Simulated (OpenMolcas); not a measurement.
# Energy and gradient calculation of C10H16 (part 1 of 3)

- system: C10H16 (adamantane), SMILES C1C2CC3CC1CC(C2)C3
- method: SVWN/ANO-L-VDZP, RKS (OpenMolcas 26.06)

The geometry comes from this level: GFN2-xTB.

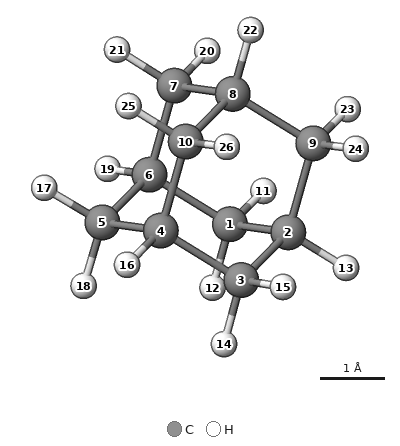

Figure 1. The structure (ball-and-stick view, seen at a tilt; atoms are numbered from 1 in the order of the input).

Key numbers:

| quantity | value |
| --- | --- |
| outcome | converged |
| total energy | −388.641804 hartree |
| basis functions | 220 |
| largest force | 0.902 eV/Å |
| HOMO | −6.93 eV |
| LUMO | −0.74 eV |
| dipole moment | 0.00 debye |
| hardware | 1 thread of Arm Neoverse V1, 24 GiB of memory available, shared host |
| wall time | 3.4 min |
| peak memory | 0.41 GiB |

Input:
```
* C10H16 Kohn-Sham DFT

&GATEWAY
  Coord
  26
  angstrom
  C       -1.304450       0.147550      -1.179150
  C        0.046270      -0.519300      -1.435880
  C        0.231440      -1.686010      -0.466570
  C        0.184930      -1.166080       0.969530
  C       -1.165850      -0.499730       1.227320
  C       -1.350150       0.666630       0.257370
  C       -0.231420       1.686280       0.466680
  C        1.118440       1.018390       0.208940
  C        1.165810       0.499410      -1.227340
  C        1.304590      -0.147500       1.179090
  H       -1.449780       0.974560      -1.878300
  H       -2.110730      -0.572030      -1.339820
  H        0.079420      -0.891890      -2.466440
  H       -0.558180      -2.425400      -0.619760
  H        1.189790      -2.176380      -0.653720
  H        0.317960      -2.002700       1.665440
  H       -1.211260      -0.137350       2.256980
  H       -1.970730      -1.226310       1.092580
  H       -2.318910       1.145090       0.442180
  H       -0.364660       2.530080      -0.214490
  H       -0.266490       2.072140       1.488150
  H        1.921350       1.749560       0.359030
  H        1.047400       1.330290      -1.926940
  H        2.134380       0.032780      -1.422880
  H        1.286150       0.218660       2.208320
  H        2.274710      -0.620750       1.009690
  Basis = ANO-L-VDZP
  Group = NoSym
  RICD

&SEWARD

&SCF
  KSDFT = SVWN
  PrOrbitals = 1 1

&ALASKA
```

Run as:
```bash
export MOLCAS_MEM=1860
pymolcas job.input > job.log
```

Output:
```
--- Start Module: gateway ---

                                              &GATEWAY

                       available to each process: 1.9 GB of memory, 1 thread

++    Symmetry information:
      ---------------------

                    Character Table for C1

                             E
                    a        1  x, y, xy, Rz, z, xz, Ry, yz, Rx, I
--

++    Basis set information:
      ----------------------

      Basis set label: C.ANO-L...3S2P1D.

      Electronic valence basis set:
      ------------------
      Associated Effective Charge   6.000000 au
      Associated Actual Charge      6.000000 au
      Nuclear Model: Point charge

      Shell  nPrim  nBasis  Cartesian Spherical Contaminant
         s      14       3        X
         p       9       2        X
         d       4       1                 X

      Basis set label: H.ANO-L...2S1P.

      Electronic valence basis set:
      ------------------
      Associated Effective Charge   1.000000 au
      Associated Actual Charge      1.000000 au
      Nuclear Model: Point charge

      Shell  nPrim  nBasis  Cartesian Spherical Contaminant
         s       8       2        X
         p       4       1        X
--

++    Molecular structure info:
      -------------------------

                    ************************************************
                    **** Cartesian Coordinates / bohr, angstrom ****
                    ************************************************

     Center  Label                x              y              z                     x              y              z
        1      C1              -2.465053       0.278829      -2.228271             -1.304450       0.147550      -1.179150
        2      C2               0.087438      -0.981335      -2.713420              0.046270      -0.519300      -1.435880
        3      C3               0.437358      -3.186097      -0.881690              0.231440      -1.686010      -0.466570
        4      C4               0.349467      -2.203572       1.832146              0.184930      -1.166080       0.969530
        5      C5              -2.203137      -0.944353       2.319299             -1.165850      -0.499730       1.227320
        6      C6              -2.551414       1.259748       0.486359             -1.350150       0.666630       0.257370
        7      C7              -0.437320       3.186607       0.881897             -0.231420       1.686280       0.466680
        8      C8               2.113545       1.924478       0.394839              1.118440       1.018390       0.208940
        9      C9               2.203062       0.943748      -2.319336              1.165810       0.499410      -1.227340
       10      C10              2.465318      -0.278735       2.228157              1.304590      -0.147500       1.179090
       11      H11             -2.739687       1.841651      -3.549473             -1.449780       0.974560      -1.878300
       12      H12             -3.988702      -1.080980      -2.531893             -2.110730      -0.572030      -1.339820
       13      H13              0.150082      -1.685428      -4.660896              0.079420      -0.891890      -2.466440
       14      H14             -1.054807      -4.583342      -1.171177             -0.558180      -2.425400      -0.619760
       15      H15              2.248377      -4.112762      -1.235352              1.189790      -2.176380      -0.653720
       16      H16              0.600857      -3.784555       3.147225              0.317960      -2.002700       1.665440
       17      H17             -2.288950      -0.259554       4.265074             -1.211260      -0.137350       2.256980
       18      H18             -3.724140      -2.317390       2.064677             -1.970730      -1.226310       1.092580
       19      H19             -4.382105       2.163906       0.835599             -2.318910       1.145090       0.442180
       20      H20             -0.689108       4.781158      -0.405327             -0.364660       2.530080      -0.214490
       21      H21             -0.503593       3.915777       2.812196             -0.266490       2.072140       1.488150
       22      H22              3.630825       3.306189       0.678468              1.921350       1.749560       0.359030
       23      H23              1.979299       2.513884      -3.641389              1.047400       1.330290      -1.926940
       24      H24              4.033394       0.061945      -2.688854              2.134380       0.032780      -1.422880
       25      H25              2.430471       0.413208       4.173120              1.286150       0.218660       2.208320
       26      H26              4.298579      -1.173047       1.908038              2.274710      -0.620750       1.009690

                    *************************************************
                    **** InterNuclear Distances / bohr, angstrom ****
                    *************************************************

     Atom centers         bohr        angstrom
   21 H21       7 C7      2.064493        1.092483
   17 H17       5 C5      2.064547        1.092511
   14 H14       3 C3      2.064619        1.092550
   12 H12       1 C1      2.064648        1.092565
   20 H20       7 C7      2.064674        1.092578
   25 H25      10 C10
   23 H23       9 C9      2.064732        1.092609
   26 H26      10 C10
   11 H11       1 C1      2.064803        1.092647
   15 H15       3 C3      2.064828        1.092660
   18 H18       5 C5
   24 H24       9 C9      2.065002        1.092752
   19 H19       6 C6      2.071449        1.096164
   22 H22       8 C8      2.071644        1.096267
   16 H16       4 C4      2.071747        1.096321
   13 H13       2 C2      2.071795        1.096347
    9 C9        8 C8      2.887316        1.527902
    8 C8        7 C7      2.887406        1.527949
    9 C9        2 C2
    4 C4        3 C3      2.887557        1.528029
    2 C2        1 C1      2.887662        1.528085
    3 C3        2 C2
    7 C7        6 C6
   10 C10       4 C4
    5 C5        4 C4      2.887687        1.528098
    6 C6        1 C1      2.887711        1.528111
   10 C10       8 C8
    6 C6        5 C5      2.887737        1.528125
   21 H21      20 H20     3.337028        1.765879
   18 H18      17 H17     3.337096        1.765915
   15 H15      14 H14     3.337153        1.765945
   26 H26      25 H25
   12 H12      11 H11     3.337256        1.766000
   24 H24      23 H23     3.337459        1.766107
   22 H22       7 C7      4.074984        2.156389
   22 H22       9 C9      4.075104        2.156452
   19 H19       7 C7      4.075461        2.156641
   13 H13       9 C9      4.075560        2.156694
   19 H19       5 C5      4.075603        2.156716
   16 H16      10 C10     4.075736        2.156786
   22 H22      10 C10
   16 H16       5 C5      4.076100        2.156979
   13 H13       1 C1      4.076138        2.157000
   19 H19       1 C1      4.076261        2.157064
   13 H13       3 C3      4.076388        2.157132
   16 H16       3 C3      4.076400        2.157138
   12 H12       6 C6      4.081011        2.159578
   14 H14       4 C4      4.081083        2.159616
   20 H20       8 C8      4.081146        2.159649
   17 H17       6 C6      4.081159        2.159656
   23 H23       8 C8      4.081245        2.159702
   23 H23       2 C2      4.081277        2.159719
   21 H21       6 C6      4.081370        2.159768
   14 H14       2 C2      4.081384        2.159775
   12 H12       2 C2      4.081396        2.159782
   21 H21       8 C8      4.081455        2.159813
   25 H25       4 C4
   26 H26       8 C8      4.081520        2.159847
   17 H17       4 C4      4.081616        2.159898
   24 H24       2 C2
   25 H25       8 C8      4.081640        2.159911
   15 H15       2 C2      4.081689        2.159937
   15 H15       4 C4      4.081717        2.159951
   11 H11       2 C2      4.081773        2.159981
   18 H18       4 C4      4.081825        2.160009
   11 H11       6 C6      4.081911        2.160054
   18 H18       6 C6      4.081947        2.160073
   26 H26       4 C4      4.082061        2.160134
   20 H20       6 C6      4.082110        2.160159
   24 H24       8 C8      4.082157        2.160185
   22 H22      20 H20     4.691691        2.482736
   19 H19      17 H17     4.692095        2.482950
   23 H23      22 H22     4.692169        2.482989
   22 H22      21 H21     4.692314        2.483065
   21 H21      19 H19     4.692424        2.483124
   23 H23      13 H13     4.692510        2.483169
   25 H25      16 H16     4.692670        2.483254
   26 H26      22 H22     4.692685        2.483262
   24 H24      13 H13     4.692800        2.483323
   25 H25      22 H22     4.692844        2.483346
   19 H19      12 H12     4.692980        2.483418
   19 H19      18 H18     4.693141        2.483503
   24 H24      22 H22     4.693191        2.483529
   17 H17      16 H16     4.693208        2.483539
   13 H13      11 H11     4.693220        2.483545
   13 H13      12 H12     4.693351        2.483614
   14 H14      13 H13     4.693379        2.483629
   16 H16      14 H14
   20 H20      19 H19     4.693414        2.483648
   26 H26      16 H16     4.693474        2.483680
   16 H16      15 H15     4.693509        2.483698
   15 H15      13 H13     4.693522        2.483705
   18 H18      16 H16     4.693622        2.483758
   19 H19      11 H11     4.693638        2.483766
    8 C8        2 C2      4.712763        2.493887
    8 C8        6 C6      4.712970        2.493996
    8 C8        4 C4      4.713663        2.494363
    6 C6        4 C4      4.713898        2.494488
    6 C6        2 C2      4.714295        2.494697
    4 C4        2 C2      4.714307        2.494704
   10 C10       3 C3      4.715562        2.495368
    7 C7        1 C1      4.715933        2.495564
    9 C9        3 C3      4.715947        2.495572
    9 C9        1 C1      4.716111        2.495659
    3 C3        1 C1      4.716242        2.495728
   10 C10       9 C9
    5 C5        3 C3      4.716350        2.495785
    5 C5        1 C1      4.716477        2.495852
   10 C10       5 C5      4.716548        2.495890
   10 C10       7 C7      4.716600        2.495917
    7 C7        5 C5      4.716891        2.496071
    9 C9        7 C7      4.716983        2.496120
   14 H14      12 H12     4.767161        2.522673
   26 H26      15 H15     4.767195        2.522691
   26 H26      24 H24     4.767278        2.522735
   18 H18      12 H12     4.767298        2.522746
   24 H24      15 H15
   25 H25      21 H21     4.767477        2.522840
   23 H23      11 H11     4.767513        2.522859
   18 H18      14 H14     4.767664        2.522939
   20 H20      11 H11     4.767728        2.522973
   21 H21      17 H17     4.767782        2.523001
   23 H23      20 H20     4.767916        2.523072
   25 H25      17 H17     4.768018        2.523127
   12 H12       5 C5      5.171167        2.736464
   15 H15      10 C10     5.171335        2.736553
   26 H26       9 C9
   26 H26       3 C3      5.171457        2.736617
   14 H14       5 C5      5.171491        2.736635
   12 H12       3 C3      5.171522        2.736652
   23 H23       1 C1
   15 H15       9 C9      5.171593        2.736689
   11 H11       7 C7      5.171735        2.736764
   14 H14       1 C1      5.171745        2.736770
   24 H24       3 C3      5.171759        2.736777
   20 H20       1 C1      5.171854        2.736827
   25 H25       7 C7
   21 H21      10 C10     5.171988        2.736898
   25 H25       5 C5      5.172035        2.736923
   11 H11       9 C9      5.172063        2.736938
   17 H17       7 C7      5.172083        2.736948
   24 H24      10 C10     5.172226        2.737024
   21 H21       5 C5      5.172259        2.737041
   17 H17      10 C10     5.172278        2.737052
   23 H23       7 C7      5.172304        2.737065
   18 H18       3 C3      5.172407        2.737120
   20 H20       9 C9
   18 H18       1 C1      5.172529        2.737184
    8 C8        1 C1      5.527425        2.924988
    8 C8        3 C3      5.527849        2.925211
   10 C10       2 C2      5.528756        2.925692
    8 C8        5 C5      5.528787        2.925708
   10 C10       6 C6      5.528868        2.925751
    6 C6        3 C3      5.529001        2.925821
    4 C4        1 C1      5.529089        2.925868
    7 C7        2 C2      5.529324        2.925992
    7 C7        4 C4      5.529560        2.926117
    9 C9        4 C4      5.529579        2.926127
    5 C5        2 C2      5.529589        2.926133
    9 C9        6 C6      5.529631        2.926155
--

            Nuclear Potential Energy            600.78031088 au

--- Stop Module: gateway /rc=_RC_ALL_IS_WELL_ ---

--- Start Module: seward ---

                                              &SEWARD

                       available to each process: 1.9 GB of memory, 1 thread

               SEWARD will generate:
                  Multipole Moment integrals up to order  2
                  Kinetic Energy integrals
                  Nuclear Attraction integrals (point charge)
                  One-Electron Hamiltonian integrals
                  Velocity integrals
                  Orbital angular momentum around ( -0.0001  -0.0001  -0.0000 )
                  Velocity quadrupole around ( -0.0001  -0.0001  -0.0000 )
                  RI decomposed two-electron repulsion integrals stored Cholesky style
                   - acCD auxiliary basis
                   - CD Threshold:   1.00E-04

                   Integrals are discarded if absolute value <: 1.00E-14
                   Integral cutoff threshold is set to       <: 1.00E-16

            Nuclear Potential Energy            600.78031088 au

      Basis set specifications :
      Symmetry species         a
      Basis functions          220

--- Stop Module: seward /rc=_RC_ALL_IS_WELL_ ---
--- Module seward spent 21 seconds ---

--- Start Module: scf ---

                                                &SCF

                       available to each process: 1.9 GB of memory, 1 thread

++    Input section:
      --------------

      Header of the integral files:

      Cartesian coordinates in angstrom:
      -----------------------------------------------------
      No.  Label        X            Y            Z
      -----------------------------------------------------
       1   C1        -1.30445000   0.14755000  -1.17915000
       2   C2         0.04627000  -0.51930000  -1.43588000
       3   C3         0.23144000  -1.68601000  -0.46657000
       4   C4         0.18493000  -1.16608000   0.96953000
       5   C5        -1.16585000  -0.49973000   1.22732000
       6   C6        -1.35015000   0.66663000   0.25737000
       7   C7        -0.23142000   1.68628000   0.46668000
       8   C8         1.11844000   1.01839000   0.20894000
       9   C9         1.16581000   0.49941000  -1.22734000
      10   C10        1.30459000  -0.14750000   1.17909000
      11   H11       -1.44978000   0.97456000  -1.87830000
      12   H12       -2.11073000  -0.57203000  -1.33982000
      13   H13        0.07942000  -0.89189000  -2.46644000
      14   H14       -0.55818000  -2.42540000  -0.61976000
      15   H15        1.18979000  -2.17638000  -0.65372000
      16   H16        0.31796000  -2.00270000   1.66544000
      17   H17       -1.21126000  -0.13735000   2.25698000
      18   H18       -1.97073000  -1.22631000   1.09258000
      19   H19       -2.31891000   1.14509000   0.44218000
      20   H20       -0.36466000   2.53008000  -0.21449000
      21   H21       -0.26649000   2.07214000   1.48815000
      22   H22        1.92135000   1.74956000   0.35903000
      23   H23        1.04740000   1.33029000  -1.92694000
      24   H24        2.13438000   0.03278000  -1.42288000
      25   H25        1.28615000   0.21866000   2.20832000
      26   H26        2.27471000  -0.62075000   1.00969000
      -----------------------------------------------------
      Nuclear repulsion energy =  600.78031088
--

++    Orbital specifications:
      -----------------------

      Symmetry species               1
                                     a
      Frozen orbitals                0
      Occupied orbitals             38
      Secondary orbitals           182
      Deleted orbitals               0
      Total number of orbitals     220
      Number of basis functions    220
--

      Molecular charge                           0.000

      Numerical integration parameters
      --------------------------------
      Radial quadrature type:                         MHL
      Size of radial grid:                            75
      Lebedev angular grid:                           29
      Angular grid pruned with the crowding factor:  3.00E+00
                                 and fading factor:  6.00E+00
      Screening threshold for integral computation:   1.00E-11
      Radial quadrature accuracy:                     1.00E-25
      Maximum batch size:                             128
      AO values are stored on disk
      The same grid will be used for all iterations.

      DFT functional specifications
      -----------------------------
      Using Libxc version: 6.2.2
      Please cite the following reference:
      S. Lehtola, C. Steigemann, M. J.T. Oliveira, and M. A.L. Marques.,  SoftwareX 7, 1–5 (2018) doi:10.1016/j.softx.2017.11.002

      * Slater exchange
        - P. A. M. Dirac.,  Math. Proc. Cambridge Philos. Soc. 26, 376 (1930) doi:10.1017/S0305004100016108
        - F. Bloch.,  Z. Phys. 57, 545 (1929) doi:10.1007/BF01340281
      * Vosko, Wilk & Nusair (VWN5_RPA)

++    Optimization specifications:
      ----------------------------
```
